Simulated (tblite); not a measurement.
## Run report: C6H6O4, molecular dynamics (part 1 of 2)

- system: C6H6O4
- method: GFN2-xTB Langevin dynamics, gas phase (tblite 0.8.0)

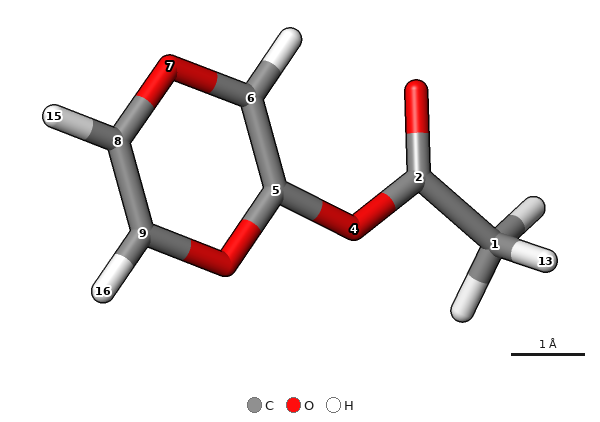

**Figure 1.** The input geometry (stick view, seen at a tilt; atoms are numbered from 1 in the order of the input).

## Input file
```
{"job": {"kind": "md", "xc": "GFN2-xTB", "basis": "xTB", "temperature": 300, "steps": 2000, "every": 50}, "charge": 0, "multiplicity": 1}
C      3.159193    -0.608120     0.220446
C      1.916245     0.218632     0.052646
O      1.883011     1.381604    -0.240193
O      0.831279    -0.545672     0.294925
C     -0.456422    -0.091080     0.251041
C     -0.883745     1.139029    -0.006904
O     -2.228323     1.482842    -0.025101
C     -3.061575     0.414342     0.226783
C     -2.633758    -0.808522     0.481689
O     -1.290702    -1.163886     0.529603
H      3.992423    -0.113976    -0.269373
H      3.004798    -1.603132    -0.185960
H      3.375737    -0.702537     1.283029
H     -0.238327     1.969250    -0.225226
H     -4.101055     0.687296     0.191024
H     -3.276378    -1.647127     0.677644
```

The first line tells a small driver script what to run in tblite; the rest is the geometry in Å.

Machine: 1 CPU thread, shared host.

Launched with:
```bash
OMP_NUM_THREADS=1 python <driver script> task.json out
```

## The program's output
```
t/fs     T/K      E/eV
    0.0   244.0   -874.42253
   25.0   158.5   -874.18599
   50.0   207.4   -874.12342
   75.0   165.3   -874.02972
  100.0   182.3   -873.89063
  125.0   195.3   -874.04230
  150.0   214.9   -874.16882
  175.0   268.3   -874.16405
  200.0   229.8   -874.01411
  225.0   286.2   -874.04730
  250.0   246.6   -874.00116
  275.0   226.6   -873.97295
  300.0   345.6   -873.96587
  325.0   288.4   -873.95236
  350.0   329.2   -873.97141
  375.0   303.2   -873.82138
  400.0   299.2   -873.91632
  425.0   346.1   -873.87992
  450.0   346.2   -874.06609
  475.0   193.4   -873.91189
  500.0   235.4   -874.03237
  525.0   181.2   -873.94633
  550.0   286.0   -873.95619
  575.0   294.9   -873.99848
  600.0   314.1   -873.91659
  625.0   310.0   -873.70747
  650.0   278.4   -873.86205
  675.0   325.7   -873.79414
  700.0   319.8   -873.71757
  725.0   343.4   -873.64959
  750.0   311.1   -873.91685
  775.0   312.0   -873.81501
  800.0   249.6   -873.80869
  825.0   200.2   -873.91808
  850.0   207.9   -874.01188
  875.0   190.2   -873.94273
  900.0   285.6   -874.10439
  925.0   290.3   -874.07599
  950.0   350.9   -873.98645
  975.0   202.8   -873.91497
 1000.0   264.0   -874.04435
```

## Trajectory as extended XYZ (Å, eV, eV/Å), 29 of the 41 frames kept, from step=0 to step=40
```
16
Properties=species:S:1:pos:R:3:forces:R:3 step=0 time_fs=0.0 energy=-874.42253 temperature=244.0
C     3.1592   -0.6081    0.2204   -0.0004   0.0008  -0.0008
C     1.9162    0.2186    0.0526    0.0010  -0.0002  -0.0014
O     1.8830    1.3816   -0.2402   -0.0002   0.0013   0.0011
O     0.8313   -0.5457    0.2949   -0.0008  -0.0013   0.0027
C    -0.4564   -0.0911    0.2510   -0.0012  -0.0010   0.0000
C    -0.8837    1.1390   -0.0069   -0.0015  -0.0011  -0.0025
O    -2.2283    1.4828   -0.0251   -0.0005   0.0024   0.0003
C    -3.0616    0.4143    0.2268    0.0001   0.0026   0.0006
C    -2.6338   -0.8085    0.4817    0.0005   0.0004   0.0033
O    -1.2907   -1.1639    0.5296    0.0005  -0.0037  -0.0008
H     3.9924   -0.1140   -0.2694    0.0008  -0.0030   0.0015
H     3.0048   -1.6031   -0.1860    0.0017   0.0005  -0.0018
H     3.3757   -0.7025    1.2830   -0.0005   0.0019  -0.0003
H    -0.2383    1.9692   -0.2252   -0.0017   0.0004   0.0004
H    -4.1011    0.6873    0.1910    0.0004   0.0018  -0.0017
H    -3.2764   -1.6471    0.6776    0.0016  -0.0018  -0.0008
16
Properties=species:S:1:pos:R:3:forces:R:3 step=1 time_fs=25.0 energy=-874.18599 temperature=158.5
C     3.1492   -0.6372    0.1637   -1.4004  -0.8029   1.0433
C     1.9056    0.1965    0.0581    0.1287   1.4328  -0.6512
O     1.9077    1.3875   -0.2252   -0.4355  -1.8245   0.4793
O     0.8371   -0.5803    0.3484   -0.4825   0.7861  -0.1441
C    -0.4779   -0.1366    0.2807    0.3426  -0.0574  -0.2274
C    -0.9051    1.0859   -0.0253    0.8271   0.0154   0.0693
O    -2.2211    1.4508   -0.1337   -0.3961  -0.4745   0.6316
C    -3.0645    0.4250    0.2835   -1.1268   0.7580  -0.9707
C    -2.6809   -0.8292    0.4395    0.6685  -0.2195   0.3997
O    -1.3195   -1.2145    0.4972   -0.6100   0.2024  -0.1590
H     3.9630   -0.2411   -0.3466    1.1756   0.8192  -0.8630
H     2.9436   -1.6538   -0.1623    0.0051  -0.0093   0.0553
H     3.3545   -0.6459    1.2314    0.2713  -0.2033   0.1259
H    -0.2336    1.9118   -0.1733    0.0735   0.0328  -0.0813
H    -4.1117    0.8078    0.2256    0.9793  -0.7406   0.2280
H    -3.3067   -1.6824    0.6529   -0.0203   0.2853   0.0643
16
Properties=species:S:1:pos:R:3:forces:R:3 step=3 time_fs=75.0 energy=-874.02972 temperature=165.3
C     3.0807   -0.5473    0.3736    1.5373  -0.2636  -1.0364
C     1.8082    0.1535    0.1837   -0.7013   0.5336   0.3483
O     1.6450    1.2845   -0.1602    0.7094   1.0544  -0.3268
O     0.7673   -0.6370    0.4333   -1.5806  -0.3029   0.3402
C    -0.5342   -0.1581    0.2587   -0.0941   0.8655  -0.0953
C    -0.9556    1.1202    0.0945    0.8068  -1.0698  -0.3441
O    -2.2821    1.3934   -0.2526    0.7080   0.5886   0.5104
C    -3.1361    0.4283    0.1989   -0.6479  -1.0440  -0.4731
C    -2.7315   -0.8141    0.4535   -0.7278   0.3662  -0.1925
O    -1.4302   -1.2144    0.3438    1.2820  -0.1416   0.0054
H     3.7805   -0.1461   -0.3991   -0.2070   0.0141   0.8307
H     2.9085   -1.5646    0.0594    0.0593  -0.5690   0.4299
H     3.5375   -0.4880    1.3749   -0.4428   0.0442  -0.5409
H    -0.2606    1.9608    0.0574   -0.6756  -0.3081   0.0048
H    -4.1771    0.7229    0.0956    0.3163  -0.0603   0.3933
H    -3.3182   -1.6769    0.7165   -0.3420   0.2929   0.1461
16
Properties=species:S:1:pos:R:3:forces:R:3 step=4 time_fs=100.0 energy=-873.89063 temperature=182.3
C     3.0799   -0.5055    0.4221   -1.4213  -0.8980  -0.3982
C     1.7573    0.1482    0.1403   -1.2038   2.0742   0.6927
O     1.6657    1.3342   -0.1843    0.2480  -2.5316   0.2110
O     0.6499   -0.5843    0.5588    1.5119   0.1530  -0.3628
C    -0.6157   -0.1517    0.3630   -0.1390  -1.0234  -0.6008
C    -0.9827    1.0701    0.0381   -1.9923  -0.0534  -0.0791
O    -2.3520    1.3784   -0.2232    1.6156   1.0108  -0.3251
C    -3.1975    0.4180    0.1718   -1.0778   0.7790   0.9193
C    -2.8098   -0.7918    0.4375    0.1193  -2.6585   1.2586
O    -1.4956   -1.2399    0.3561    0.6026   0.6587  -0.2669
H     3.7460   -0.0570   -0.2473    1.2247   0.6646  -0.7999
H     3.1160   -1.5876    0.2844   -0.3446   0.1584   0.1348
H     3.3160   -0.2512    1.4261    0.3393   0.1005   0.8301
H    -0.3584    1.9027    0.0846    0.5399   1.0274  -0.0995
H    -4.1479    0.8050    0.5387    0.0261  -0.1902  -0.6521
H    -3.3876   -1.6120    0.8913   -0.0485   0.7285  -0.4622
16
Properties=species:S:1:pos:R:3:forces:R:3 step=6 time_fs=150.0 energy=-874.16882 temperature=214.9
C     2.9189   -0.6293    0.5037    0.4885   0.0630   0.8291
C     1.6905    0.1717    0.2981   -0.3275   1.2303  -0.0069
O     1.6541    1.3262   -0.0499    0.1517  -0.1427  -0.1375
O     0.5890   -0.5254    0.6055    0.2610  -0.6499   0.0054
C    -0.6774   -0.1417    0.3379   -0.7443  -0.2220  -0.2477
C    -1.1314    1.0524   -0.0397    0.1839  -0.5420   0.2842
O    -2.4562    1.3767   -0.2240   -0.3336  -0.7181   0.1207
C    -3.2865    0.3202    0.1789    1.6506  -1.4398   0.5074
C    -2.8071   -0.9054    0.5000   -1.0429   1.3866  -0.0672
O    -1.4912   -1.2822    0.4800    0.3540   0.5886  -0.1479
H     3.6580   -0.3116   -0.2597   -0.2866  -0.3890   0.8054
H     2.6285   -1.6686    0.4524    0.2991  -0.2885  -0.2637
H     3.2639   -0.4654    1.5699   -0.0276   0.0446  -1.2802
H    -0.4296    1.8361   -0.1751    0.1072   0.6837  -0.0733
H    -4.2930    0.5766    0.3664   -0.6199   0.2947  -0.2013
H    -3.4281   -1.7013    0.8794   -0.1137   0.1004  -0.1265
16
Properties=species:S:1:pos:R:3:forces:R:3 step=7 time_fs=175.0 energy=-874.16405 temperature=268.3
C     2.9267   -0.6412    0.5104   -0.9580  -0.4723   0.0586
C     1.6999    0.1784    0.3700   -0.4598   1.1129  -0.1653
O     1.7148    1.3472    0.0656   -0.5229  -0.3722   0.1677
O     0.5847   -0.5725    0.5581    0.2504   0.2859  -0.1112
C    -0.6860   -0.1428    0.3259   -0.5824  -0.4952  -0.0387
C    -1.1458    1.0383   -0.0828    0.4252  -0.5756   0.4873
O    -2.4715    1.2989   -0.2272   -0.9937   0.1977   0.2625
C    -3.3122    0.2986    0.2626   -0.5079   0.2209  -0.6199
C    -2.8759   -0.9200    0.5139   -0.7346  -0.8790   0.2631
O    -1.5457   -1.2644    0.5270    0.6535   0.4957  -0.1785
H     3.5796   -0.2897   -0.2492    0.8233   0.0075  -0.4230
H     2.5777   -1.6447    0.3632    0.3778  -0.7169  -0.1502
H     3.3524   -0.5614    1.4859    0.3474   0.2000   0.5204
H    -0.5718    1.9231   -0.2254    0.5062   0.1847  -0.0999
H    -4.3641    0.6007    0.2712    0.6444  -0.1693  -0.0154
H    -3.5379   -1.7922    0.7291    0.7311   0.9752   0.0425
16
Properties=species:S:1:pos:R:3:forces:R:3 step=9 time_fs=225.0 energy=-874.04730 temperature=286.2
C     2.8885   -0.7287    0.4750   -0.3726   1.2468  -0.0756
C     1.6185    0.0928    0.4087   -0.5299   0.4236  -0.4672
O     1.5828    1.3002    0.3802    0.1343  -0.5177   0.1015
O     0.5071   -0.6742    0.3500    0.3175   0.0229   0.2864
C    -0.7868   -0.2043    0.3299    1.2249  -1.0702   0.1882
C    -1.1712    1.0129    0.0005   -1.3136  -0.6640   0.0901
O    -2.5251    1.3246   -0.1693    0.6012   0.1103   0.0954
C    -3.3009    0.2327    0.0896    0.5617  -1.2865   1.0507
C    -2.8793   -0.9400    0.5824   -0.5378   0.9254  -0.8915
O    -1.5630   -1.3056    0.6713    0.4287   0.6119  -0.2471
H     3.1745   -1.0245   -0.5634   -0.0780   0.1680   1.0513
H     2.7089   -1.5777    1.1335    0.3453   0.0745  -0.2792
H     3.5557    0.0552    0.9089    0.1835  -1.1984  -0.4196
H    -0.5019    1.8045   -0.0961    0.6605   0.9994  -0.3927
H    -4.3285    0.4233    0.1054   -1.1691   0.4338  -0.2958
H    -3.5179   -1.7701    0.7525   -0.4564  -0.2799   0.2049
16
Properties=species:S:1:pos:R:3:forces:R:3 step=10 time_fs=250.0 energy=-874.00116 temperature=246.6
C     2.8087   -0.7232    0.5086    0.6869   0.8318  -1.0078
C     1.5817    0.0935    0.4688   -0.8090   2.7787  -0.6152
O     1.5519    1.3212    0.4780   -0.0360  -1.6934   0.2082
O     0.4831   -0.6604    0.3056   -0.3719  -0.2983   0.4475
C    -0.8145   -0.2076    0.3321   -0.2961   0.2190  -0.0789
C    -1.2591    1.0130   -0.0210    0.7833  -1.1748   0.1092
O    -2.5923    1.2916   -0.1863   -0.6879   0.3557   0.0501
C    -3.4773    0.2440    0.1102    0.9598  -1.2910  -0.1053
C    -2.9911   -0.9510    0.5113   -1.3671   0.1191   0.5259
O    -1.6558   -1.2716    0.7560   -0.1422   1.1042  -0.5446
H     2.7537   -1.4035   -0.3592    0.4049   0.1764   0.5882
H     2.7650   -1.2374    1.4345    0.3824  -0.7450   0.6461
H     3.6782   -0.0064    0.4664   -0.7622  -1.0319  -0.0107
H    -0.5303    1.7977   -0.2562   -0.7373  -0.2805  -0.0133
H    -4.5336    0.3966   -0.1916    1.1452   0.1145   0.4874
H    -3.6737   -1.7624    0.8807    0.8471   0.8155  -0.6870
16
Properties=species:S:1:pos:R:3:forces:R:3 step=11 time_fs=275.0 energy=-873.97295 temperature=226.6
C     2.8044   -0.7458    0.5152   -1.8653   0.5328   1.4740
C     1.5453    0.1426    0.4995    0.2679  -4.0242  -0.3666
O     1.5786    1.2934    0.6128   -0.6448   3.5122   0.1808
O     0.4168   -0.6688    0.4071    0.3243   1.1922  -0.3379
C    -0.8813   -0.1760    0.3490    0.6961  -1.2720   0.4403
C    -1.3729    0.9415   -0.1320    1.9547   0.9388  -0.6555
O    -2.6778    1.2754   -0.1067   -1.4303   0.3547  -0.1672
C    -3.5338    0.1785    0.0473    1.0432   1.1745   0.1553
C    -3.0617   -0.9518    0.4940    0.7367  -1.8453   0.0020
O    -1.7034   -1.1949    0.7857   -0.8985  -0.0211   0.2025
H     2.6455   -1.5402   -0.1670    0.1255  -0.8818  -0.2048
H     2.8289   -1.0370    1.5916    0.2851  -0.3291  -0.8966
H     3.6607   -0.1649    0.2898    0.6336   0.4758  -0.2289
H    -0.7024    1.6729   -0.6033   -0.5333  -0.1443   0.3799
H    -4.5417    0.4407   -0.1140   -0.6716   0.0076  -0.2680
H    -3.6035   -1.8926    0.4941   -0.0233   0.3293   0.2909
16
Properties=species:S:1:pos:R:3:forces:R:3 step=13 time_fs=325.0 energy=-873.95236 temperature=288.4
C     2.4720   -0.8065    0.5323    2.4607  -0.7705  -2.5420
C     1.3910    0.1272    0.5376   -1.3001   3.0892   0.8800
O     1.3871    1.3401    0.6749    0.1044  -1.4887  -0.3544
O     0.3018   -0.6195    0.4455   -1.4972  -0.6551  -0.1508
C    -0.9864   -0.1712    0.4752   -0.2259   0.9539  -0.6738
C    -1.4150    0.9820   -0.0769   -0.9913  -1.1828   0.6183
O    -2.8060    1.2634   -0.0448    0.2460   0.1678  -0.0520
C    -3.6291    0.1933    0.2766    0.6756  -0.3030  -0.7485
C    -3.1443   -0.9737    0.6775    0.1483  -0.0539   0.4379
O    -1.7915   -1.1599    1.0168   -0.4229   0.4626  -0.1972
H     2.1357   -1.6603   -0.1239    0.6690   0.5357   1.0163
H     2.7846   -1.0787    1.5030    0.0792  -0.5661   0.9236
H     3.3477   -0.3089    0.0533   -0.3297  -0.4400   0.2447
H    -0.8321    1.7202   -0.6140   -0.1788  -0.2790   0.3843
H    -4.6476    0.2777   -0.0880    0.2615   0.3150   0.2988
H    -3.7594   -1.8397    0.8976    0.3013   0.2150  -0.0853
16
Properties=species:S:1:pos:R:3:forces:R:3 step=14 time_fs=350.0 energy=-873.97141 temperature=329.2
C     2.5268   -0.7292    0.6050   -0.7190   0.4761   0.3602
C     1.3024    0.1751    0.5781   -0.3142  -1.6390  -0.5972
O     1.2092    1.3471    0.6414    0.3179   1.5017   0.2301
O     0.1777   -0.6295    0.4346    1.4669  -0.1841   0.3403
C    -1.0997   -0.1992    0.5305    0.6492   0.4041   0.0602
C    -1.5290    0.9903    0.0923   -0.6567  -1.1863   0.0267
O    -2.8827    1.2387   -0.0729   -0.2811  -0.2453   0.1894
C    -3.6542    0.1101    0.2544    1.3907   0.5987   0.9892
C    -3.1412   -0.9060    0.9447   -2.2123  -1.6179  -0.3696
O    -1.8311   -1.2199    1.1542    0.0522   1.1884  -0.6384
H     2.2396   -1.6098    0.0513    0.2988  -0.2531  -0.0585
H     2.6354   -0.9657    1.6582    0.0899  -0.3224   0.1651
H     3.4783   -0.3019    0.2890   -0.4785   0.2053  -0.2329
H    -0.8918    1.7490   -0.3036    0.1225   0.1023  -0.1289
H    -4.6923    0.3041    0.1957   -0.5302  -0.0002  -0.2948
H    -3.8202   -1.7759    1.1737    0.8040   0.9717  -0.0409
16
Properties=species:S:1:pos:R:3:forces:R:3 step=16 time_fs=400.0 energy=-873.91632 temperature=299.2
C     2.4890   -0.6374    0.7846    1.0168   0.0695   0.4863
C     1.1996    0.1078    0.6703    0.8597   3.1755   0.1666
O     1.1039    1.3319    0.5684    0.3344  -2.0091  -0.1230
O     0.1779   -0.6851    0.7796   -1.4107  -1.8163  -0.5364
C    -1.1064   -0.3168    0.5897   -2.5302   0.7220   0.6432
C    -1.6649    0.7430   -0.0201    0.4113   0.6233  -0.1077
O    -3.0072    1.1788    0.1319    1.0110  -0.8620  -0.3937
C    -3.8159    0.1533    0.5443   -0.3985  -1.2471   1.1816
C    -3.3345   -0.9822    1.0844   -0.9035   0.4160  -0.2407
O    -1.9860   -1.1923    1.2899    1.1890  -0.1194  -0.1775
H     2.6768   -1.3093   -0.0387   -0.2798  -0.0851  -0.4106
H     2.5885   -1.2650    1.6854   -0.4284   0.4097  -0.1991
H     3.2972    0.1002    0.7953   -0.1049  -0.0977   0.0397
H    -1.1372    1.4253   -0.6860    0.0038  -0.2256   0.4431
H    -4.8873    0.3770    0.5468    0.6079  -0.0857  -0.3462
H    -3.9347   -1.8627    1.4248    0.6220   1.1321  -0.4255
16
Properties=species:S:1:pos:R:3:forces:R:3 step=17 time_fs=425.0 energy=-873.87992 temperature=346.1
C     2.4172   -0.6333    0.7721    0.8030  -0.0667  -1.1647
C     1.1493    0.1625    0.6919    0.3400  -2.2179   0.9314
O     1.1022    1.3136    0.5050   -0.4234   2.7037  -0.5233
O     0.0812   -0.6639    0.8350   -0.2725  -0.6301   0.0462
C    -1.2314   -0.2805    0.7421   -0.2066  -1.3001  -0.3517
C    -1.6893    0.6668   -0.0802   -1.6501  -0.0579   1.8570
O    -3.0215    1.1140    0.0958    0.4587  -0.5610  -0.4570
C    -3.8233    0.1539    0.7171   -1.1112   2.5434  -1.5898
C    -3.3933   -0.9533    1.2020    0.0973  -2.0280   0.9717
O    -2.0823   -1.3084    1.3155    1.6425   1.3230  -0.2994
H     2.5691   -0.9262   -0.2762    0.0371  -0.1224  -0.0300
H     2.3730   -1.5608    1.3131   -0.2140  -0.0194   0.4813
H     3.3280   -0.0474    0.9969   -0.8207  -0.0997   0.3008
H    -1.0964    1.3533   -0.6079    0.5190   0.5904  -0.3839
H    -4.8854    0.3825    0.6261    0.4511   0.0732   0.0727
H    -4.0990   -1.6824    1.5763    0.3500  -0.1304   0.1388
16
Properties=species:S:1:pos:R:3:forces:R:3 step=19 time_fs=475.0 energy=-873.91189 temperature=193.4
C     2.3347   -0.7882    0.6590    0.2583   0.2188  -1.4274
C     1.0993    0.0768    0.7113   -0.5009  -0.6159  -1.6542
O     0.9655    1.2527    0.5194    0.5933   0.0184   0.5752
O     0.0418   -0.7782    0.7397   -0.3638   0.1003   0.9563
C    -1.2783   -0.3710    0.7423    1.0264   0.5832  -0.8193
C    -1.7281    0.7678    0.2286    1.4582   0.7777  -0.8727
O    -3.0468    0.9778   -0.0415   -0.7805   0.2543   0.0723
C    -3.8417    0.2378    0.7735    0.1820  -1.7214   1.6029
C    -3.3656   -0.8011    1.5294   -1.0002   1.1300  -1.3996
O    -2.0835   -1.3389    1.2263   -1.0735  -0.4359   0.9134
H     2.8883   -0.7688   -0.3335   -1.0314   0.2534   0.8498
H     2.0468   -1.8158    0.8347    0.1099  -0.0204   0.2857
H     3.0411   -0.3915    1.3375    0.6844   0.0879   0.9580
H    -1.1075    1.6048   -0.1393   -0.3615  -0.8149   0.3465
H    -4.8495    0.6334    0.8045    0.1471  -0.1783   0.2871
H    -3.9628   -1.3543    2.2709    0.6522   0.3628  -0.6740
16
Properties=species:S:1:pos:R:3:forces:R:3 step=20 time_fs=500.0 energy=-874.03237 temperature=235.4
C     2.3438   -0.6447    0.6643    1.1810  -0.9586  -0.4070
C     1.0417   -0.0010    0.5948   -0.2159  -1.1559   0.9624
O     0.9108    1.1669    0.5992   -0.5016   2.6971  -0.4580
O     0.0291   -0.8676    0.7515   -0.5360   0.0158  -0.5368
C    -1.2622   -0.4096    0.6371   -0.2513  -1.6965   1.2194
C    -1.6950    0.7225    0.1126   -1.1033  -0.7562   0.3121
O    -3.0517    0.9826    0.0270   -0.6267  -0.1113   0.5262
C    -3.8283    0.2675    0.9412    0.9284  -0.8986  -0.0418
C    -3.3881   -0.8407    1.5573    1.2324   0.7484  -0.9747
O    -2.0813   -1.3876    1.2941   -0.8440   1.8784  -0.5777
H     2.9363   -0.3732   -0.1917    0.2209   0.3307  -0.5373
H     2.2652   -1.7267    0.6205    0.0555  -0.0409   0.5883
H     2.8788   -0.2153    1.5089   -0.0300  -0.4628   0.2189
H    -1.1105    1.5045   -0.2696    0.5740   0.5587  -0.4424
H    -4.8235    0.6556    1.0561    0.0799   0.1193   0.0640
H    -3.8945   -1.3475    2.3440   -0.1631  -0.2676   0.0842
```
